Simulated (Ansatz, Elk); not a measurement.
**How far do independent atoms describe Zn2CuO3?**

The structure of Zn2CuO3 used here is made up (a known structure type with other elements) and was relaxed beforehand with PBE. The aim is the Fourier transform of its all-electron density, F(hkl), set beside the sum over free spherical atoms that refinements use.

Program: Elk 11.2.3 (patched build). Level of theory: DFT, PBE, all-electron APW+lo, Dirac cores, scalar-relativistic bands, static density, no spin. Results are calculated unless marked as measured.

The structure was built from a prototype and need not be the compound's stable phase.

### Step 1. Starting point

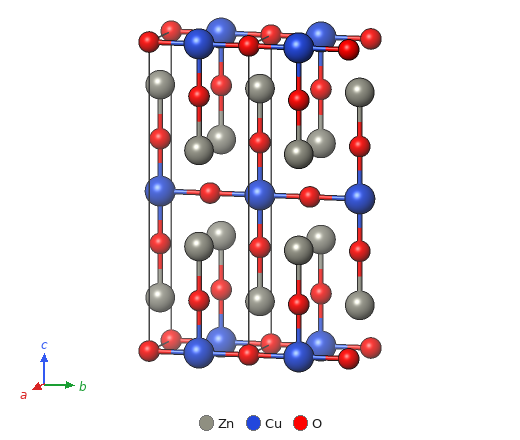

The cell as given, slightly off an axis (zinc grey, copper blue, oxygen red). 1×2×1 cells are drawn. This picture shows the conventional cell, with its axes. Some periodic images of atoms are drawn too.

### Step 2. Ground state and structure factors

An all-electron density is needed, since X-rays see the cores too. Task 0 finds the density and task 195 Fourier-transforms it; tshift is off so that phases refer to the origin typed.

Input file elk.in:

```
tasks
  0
  195

xctype
  20

spinpol
  .false.

rgkmax
  7.0

gmaxvr
  14.0

lmaxo
  7

lmaxapw
  8

swidth
  0.002

tshift
  .false.

ramdisk
  .false.

hmaxvr
  5.5

maxscl
  120

epspot
  1e-06

sppath
  './'

avec
  -2.79491555293 3.55350277118 10.69333723223
  2.79491555293 -3.55350277118 10.69333723223
  2.79491555293 3.55350277118 -10.69333723223

atoms
  3
  'Zn.in'
  2
  0.8443616166 0.3443616166 0.5000000000   0.000000 0.000000 0.000000
  0.1556383834 0.6556383834 0.5000000000   0.000000 0.000000 0.000000
  'Cu.in'
  1
  0.5000000000 -0.0000000000 0.5000000000   0.000000 0.000000 0.000000
  'O.in'
  3
  -0.0000000000 -0.0000000000 -0.0000000000   0.000000 0.000000 0.000000
  0.6695225911 0.1695225911 0.5000000000   0.000000 0.000000 0.000000
  0.3304774089 0.8304774089 0.5000000000   0.000000 0.000000 0.000000

ngridk
  10 10 10
```

Run with:

```console
> OMP_NUM_THREADS=4 elk
```

Numbers of over 12 decimals in the logs are rounded to 6 here.

Log:

```text
┌─────────────────────────┐
│ Elk code version 11.2.3 │
└─────────────────────────┘

All units are atomic (Hartree, Bohr, etc.)

┌─────────────────────────────────────────────────┐
│ Ground-state run starting from atomic densities │
└─────────────────────────────────────────────────┘

Lattice vectors :
  -2.794915553       3.553502771       10.69333723
   2.794915553      -3.553502771       10.69333723
   2.794915553       3.553502771      -10.69333723

Reciprocal lattice vectors :
  0.5240652623E-16  0.8840833555      0.2937897296
   1.124038488      0.4249147177E-17  0.2937897296
   1.124038488      0.8840833555      0.3086285028E-17

Unit cell volume      :    424.8137874
Brillouin zone volume :   0.5839033967

Muffin-tin inner radius fraction :   0.1000000000E-01

Nuclei treated as point charges

Species : 1 (Zn)
 parameters loaded from : Zn.in
 name : zinc
 nuclear charge    :   -30.00000000
 electronic charge :    30.00000000
 atomic mass :    119233.3130
 muffin-tin radius :    2.269418961
 number of radial points in muffin-tin :    993
 inner part over the whole radius :   0.9850723738E-02
 number on inner part of muffin-tin    :    700
 approximate nuclear radius :   0.7484757725E-04
 number of mesh points to nuclear radius :    339
 atomic positions (lattice), magnetic fields (Cartesian) :
  1 :  -0.15563838  0.34436162  0.50000000    0.00000000  0.00000000  0.00000000
  2 :   0.15563838 -0.34436162  0.50000000    0.00000000  0.00000000  0.00000000

Species : 2 (Cu)
 parameters loaded from : Cu.in
 name : copper
 nuclear charge    :   -29.00000000
 electronic charge :    29.00000000
 atomic mass :    115837.2717
 muffin-tin radius :    2.002001584
 number of radial points in muffin-tin :    993
 inner part over the whole radius :   0.9957572579E-02
 number on inner part of muffin-tin    :    698
 approximate nuclear radius :   0.7406004541E-04
 number of mesh points to nuclear radius :    340
 atomic positions (lattice), magnetic fields (Cartesian) :
  1 :   0.50000000  0.00000000  0.50000000    0.00000000  0.00000000  0.00000000

Species : 3 (O)
 parameters loaded from : O.in
 name : oxygen
 nuclear charge    :   -8.000000000
 electronic charge :    8.000000000
 atomic mass :    29165.12205
 muffin-tin radius :    1.419806361
 number of radial points in muffin-tin :    593
 inner part over the whole radius :   0.9964440655E-02
 number on inner part of muffin-tin    :    405
 approximate nuclear radius :   0.5115538663E-04
 number of mesh points to nuclear radius :    176
 atomic positions (lattice), magnetic fields (Cartesian) :
  1 :   0.00000000  0.00000000  0.00000000    0.00000000  0.00000000  0.00000000
  2 :  -0.33047741  0.16952259  0.50000000    0.00000000  0.00000000  0.00000000
  3 :   0.33047741 -0.16952259  0.50000000    0.00000000  0.00000000  0.00000000

Total number of atoms per unit cell :    6
Total muffin-tin volume :    167.4954777
 ratio of muffin-tin to unit cell volume :   0.3942797589

Spin treatment :
 spin-unpolarised

Number of Bravais lattice symmetries :    8
Number of crystal symmetries         :    8
Crystal has inversion symmetry
Real symmetric eigensolver will be used

k-point grid :     10    10    10
k-point offset :    0.000000000       0.000000000       0.000000000
k-point set is reduced with full crystal symmetry group
Total number of k-points :      171

Muffin-tin radius times maximum |G+k| :    7.000000000
 using average radius
Maximum |G+k| for APW functions       :    3.888795778
Maximum (1/2)|G+k|²                   :    7.561366302
Maximum |G| for potential and density :    14.00000000
Constant for pseudocharge density :    8
 order of it for each species :   15  15  15
 order of it for pair densities of each species (exact exchange by exxq0 0: 16) :   15  12   5
Radial integration step length :    1

G-vector grid sizes :     54    54    54
Number of G-vectors :    19713

Maximum angular momentum used for
 APW functions            :    8
 outer part of muffin-tin :    7
[...]
correlation                 :     -5.105529
 electron entropic           :    -0.64503107224919E-03
 total energy                :     -5473.8665254966

Density of states at Fermi energy :    48.51867876
 (states/Hartree/unit cell)

Estimated indirect band gap :   0.9663217030E-03
 from k-point 35 to k-point 98
Estimated direct band gap   :   0.8122469791E-02
 at k-point 147

Charges :
 core                        :    42.00000000
 valence                     :    71.00000000
 interstitial                :    8.944524029
 muffin-tins (core leakage)
  species : 1 (Zn)
[...]
species : 2 (Cu)
[...]
species : 3 (O)
[...]
total in muffin-tins        :    104.0554760
 total calculated charge     :    112.9943072
 total charge                :    113.0000000
 error                       :   0.5692756201E-02

RMS change in Kohn-Sham potential (target) :    1.122981263     (  0.1000000000E-05)
Absolute change in total energy (target)   :   0.5262463322     (  0.1000000000E-03)

[... loops 3 to 19 left out ...]

┌──────────────────┐
│ Loop number : 20 │
└──────────────────┘

Energies :
 Fermi                       :     0.229739
 sum of occupied eigenvalues :     -3114.9507530500
 electron kinetic            :      5566.6480981776
 core electron kinetic       :      4904.8246791330
 Coulomb                     :     -10802.994303647
 Coulomb potential           :     -8374.3296095041
 nuclear-nuclear             :     -870.27766842508
 electron-nuclear            :     -11515.138903100
 Hartree                     :      1582.4222678785
 Madelung                    :     -6615.8294988948
 xc potential                :     -307.26924172349
 exchange                    :     -231.47393560161
 correlation                 :     -5.136132
 electron entropic           :    -0.21786201433829E-03
 total energy                :     -5472.9564905375

Density of states at Fermi energy :    14.97842628
 (states/Hartree/unit cell)

Estimated indirect band gap :   0.1680400122E-02
 from k-point 110 to k-point 101
Estimated direct band gap   :   0.3996622470E-01
 at k-point 4

Charges :
 core                        :    42.00000000
 valence                     :    71.00000000
 interstitial                :    9.078704149
 muffin-tins (core leakage)
  species : 1 (Zn)
[...]
species : 2 (Cu)
[...]
species : 3 (O)
[...]
total in muffin-tins        :    103.9212959
 total calculated charge     :    112.9949448
 total charge                :    113.0000000
 error                       :   0.5055241755E-02

RMS change in Kohn-Sham potential (target) :   0.2777802584E-06 (  0.1000000000E-05)
Absolute change in total energy (target)   :   0.1156018152E-04 (  0.1000000000E-03)

Convergence targets achieved

┌──────────────────┐
│ Loop number : 21 │
└──────────────────┘

Energies :
 Fermi                       :     0.229739
 sum of occupied eigenvalues :     -3114.9507528426
 electron kinetic            :      5566.6480923020
 core electron kinetic       :      4904.8246784857
 Coulomb                     :     -10802.994297918
 Coulomb potential           :     -8374.3296068487
 nuclear-nuclear             :     -870.27766842508
 electron-nuclear            :     -11515.138894412
 Hartree                     :      1582.4222649190
 Madelung                    :     -6615.8294944933
 xc potential                :     -307.26923829590
 exchange                    :     -231.47393547444
 correlation                 :     -5.136132
 electron entropic           :    -0.21786200877309E-03
 total energy                :     -5472.9564905586

Density of states at Fermi energy :    14.97842593
 (states/Hartree/unit cell)

Estimated indirect band gap :   0.1680401397E-02
 from k-point 110 to k-point 101
Estimated direct band gap   :   0.3996622582E-01
 at k-point 4

Charges :
 core                        :    42.00000000
 valence                     :    71.00000000
 interstitial                :    9.078703981
 muffin-tins (core leakage)
  species : 1 (Zn)
[...]
species : 2 (Cu)
[...]
species : 3 (O)
   atom 1                    :    6.527864906     (  0.7267121163E-06)
   atom 2                    :    6.500378811     (  0.7236875339E-06)
   atom 3                    :    6.500378811     (  0.7236875339E-06)
 total in muffin-tins        :    103.9212960
 total calculated charge     :    112.9949448
 total charge                :    113.0000000
 error                       :   0.5055242113E-02

┌──────────────────────────────┐
│ Self-consistent loop stopped │
└──────────────────────────────┘

Warning : core states of species 1 leak from the muffin-tin :   0.1759422783E-03

Warning : core states of species 2 leak from the muffin-tin :   0.1431384814E-02

Wrote STATE.OUT
```

It took 2.2 min on 4 threads of INTEL XEON PLATINUM 8581C at 2.30GHz (Emerald Rapids), shared host; peak memory 0.24 GiB.

SFACRHO.OUT:

```text

h k l indices transformed by vhmat matrix:
   1.000000000       0.000000000       0.000000000    
   0.000000000       1.000000000       0.000000000    
   0.000000000       0.000000000       1.000000000    

      h      k      l  multipl.   |H|            Re(F)            Im(F)           |F|

      0      0      0      1   0.0000000       113.00000      0.29756705E-15   113.00000    
     -1     -1      1      2  0.58757946       5.5965075      0.40531395E-14   5.5965075    
      0     -1      1      4  0.93161998       4.1554624     -0.36846722E-15   4.1554624    
      1      0     -1      4   1.1617981       8.5200633     -0.70008773E-14   8.5200633    
     -2     -2      2      2   1.1751589      -10.996129     -0.47900739E-14   10.996129    
      1      2     -2      4   1.2483649      -53.566046     -0.92116806E-15   53.566046    
     -1     -2      1      4   1.4283817       63.309099      0.11468542E-13   63.309099    
      1     -1      0      4   1.4300580      -75.367335      0.11659438E-13   75.367335    
      1      1      0      8   1.5460645       6.0814722     -0.66324100E-14   6.0814722    
      2      3     -3      4   1.7144718      -14.118988      0.14738689E-14   14.118988    
      3      3     -3      2   1.7627384       74.900022     -0.27312633E-13   74.900022    
     -1      1     -1      2   1.7681667       78.507665      0.31086295E-13   78.507665    
     -2     -3      2      4   1.8496683       22.439482     -0.70008773E-14   22.439482    
     -2     -2      3      8   1.8509631       18.638769     -0.70008773E-14   18.638769    
     -2      0      0      4   1.8632400       4.1320898     -0.77378117E-14   4.1320898    
      0      1     -2      8   2.1157005       4.2797308     -0.16581025E-13   4.2797308    
     -1     -3      3      4   2.1230667      -9.1390473      0.39425993E-13   9.1390473    
      3      4     -4      4   2.2385065       15.194763      0.55270084E-14   15.194763
```

Elk indexes on the primitive cell of elk.in and gives |H| = 4π sin θ/λ in inverse bohr. Below, one row stands for each form hkl of the conventional cell (m members, Friedel mates merged), F is for one primitive cell and the density is static (no thermal factor). Free-atom factors are Waasmaier and Kirfel's, and R is Σm||F|−|F'||/Σm|F|.

| hkl | m | sin θ/λ (Å⁻¹) | abs F, DFT | neutral atoms | diff. | ions | diff. |
| --- | --- | --- | --- | --- | --- | --- | --- |
| 002 | 2 | 0.088 | 5.596 | 5.723 | -0.126 | 5.207 | +0.390 |
| 011 | 4 | 0.140 | 4.155 | 4.087 | +0.069 | 4.324 | -0.168 |
| 101 | 4 | 0.175 | 8.520 | 8.220 | +0.300 | 8.954 | -0.434 |
| 004 | 2 | 0.177 | 10.996 | 10.924 | +0.072 | 11.108 | -0.112 |
| 013 | 4 | 0.188 | 53.566 | 54.898 | -1.332 | 53.153 | +0.413 |
| 103 | 4 | 0.215 | 63.309 | 64.102 | -0.793 | 63.709 | -0.399 |
| 110 | 4 | 0.215 | 75.367 | 75.826 | -0.459 | 75.920 | -0.553 |
| 112 | 8 | 0.233 | 6.082 | 5.499 | +0.583 | 6.077 | +0.005 |
| 015 | 4 | 0.258 | 14.119 | 14.291 | -0.172 | 14.135 | -0.016 |
| 006 | 2 | 0.265 | 74.900 | 74.993 | -0.093 | 75.255 | -0.355 |
| 020 | 2 | 0.266 | 78.508 | 78.663 | -0.155 | 78.944 | -0.436 |
| 105 | 4 | 0.278 | 22.439 | 22.533 | -0.094 | 22.426 | +0.014 |
| 114 | 8 | 0.278 | 18.639 | 18.408 | +0.231 | 18.701 | -0.062 |
| 022 | 4 | 0.280 | 4.132 | 4.232 | -0.100 | 4.053 | +0.079 |

The ions are Zn2+, Cu2+ and O2−, by formal charge.

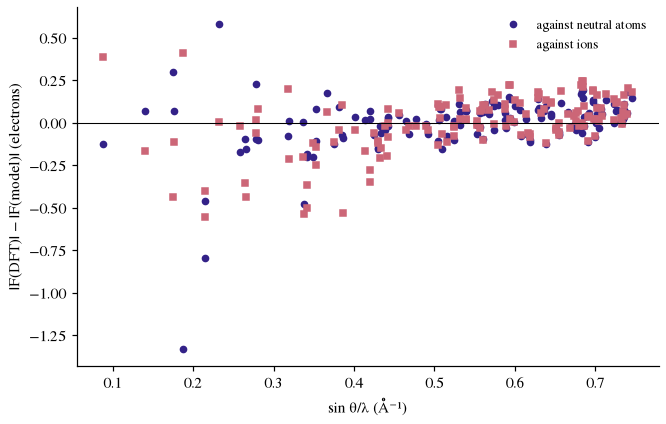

Difference between the calculated structure factors and the independent-atom ones.

### Step 3. The highest occupied states alone

An energy window below the Fermi level keeps the highest occupied states, to see at which angles they scatter; shallow core shells can lie inside it and anion s states outside. No new self-consistency is needed.

Changes to elk.in since step 2:

```diff
@@ -1,3 +1,2 @@
 tasks
-  0
   195
@@ -40,2 +39,5 @@
 
+wsfac
+  -0.321500 0.529740
+
 sppath
```

Run with:

```console
> OMP_NUM_THREADS=4 elk
```

Log:

```text
┌─────────────────────────────────┐
│ Elk code version 11.2.3 started │
└─────────────────────────────────┘

Info(readinput): the functional depends on the density's gradient
 muffin-tin radial points multiplied by    2.00000
 (not where nrmtscf is given)

┌────────────────────┐
│ Current task : 195 │
└────────────────────┘
Info(checkmt): changed muffin-tin radius of species 1 (Zn) from   2.4000 to   2.2694
Info(checkmt): changed muffin-tin radius of species 2 (Cu) from   2.4000 to   2.0020
Info(checkmt): changed muffin-tin radius of species 3 (O) from   1.8000 to   1.4198

Info(sfacrho): density structure factors written to SFACRHO.OUT

 Energy window :  -0.3215000000      0.5297400000

┌──────────────────┐
│ Elk code stopped │
└──────────────────┘
```

The job ended after 6.3 s (4 threads; peak memory 0.18 GiB).

States within 15 eV below the Fermi level hold 47.00 electrons; any levels below the window count with the cores. Their amplitudes can exceed the total, where window and core parts have opposite phase:

| hkl | sin θ/λ (Å⁻¹) | abs F, window | abs F, all |
| --- | --- | --- | --- |
| 002 | 0.088 | 1.386 | 5.596 |
| 011 | 0.140 | 1.976 | 4.155 |
| 101 | 0.175 | 4.072 | 8.520 |
| 004 | 0.177 | 3.930 | 10.996 |
| 013 | 0.188 | 13.645 | 53.566 |
| 103 | 0.215 | 17.876 | 63.309 |
| 110 | 0.215 | 23.120 | 75.367 |
| 112 | 0.233 | 3.904 | 6.082 |
| 015 | 0.258 | 3.663 | 14.119 |
| 006 | 0.265 | 22.441 | 74.900 |

(Continued in part 2 of 2.)

[Logs are printed without paths, hosts, clocks, repeated set-up lines and the standing remarks that a program may print on its own settings, such as how far it seeks lower states.]

[Hosts, paths, dates, database ids (printed as entryN), source tags and the programs' standing remarks are cut or masked in the printed files.]
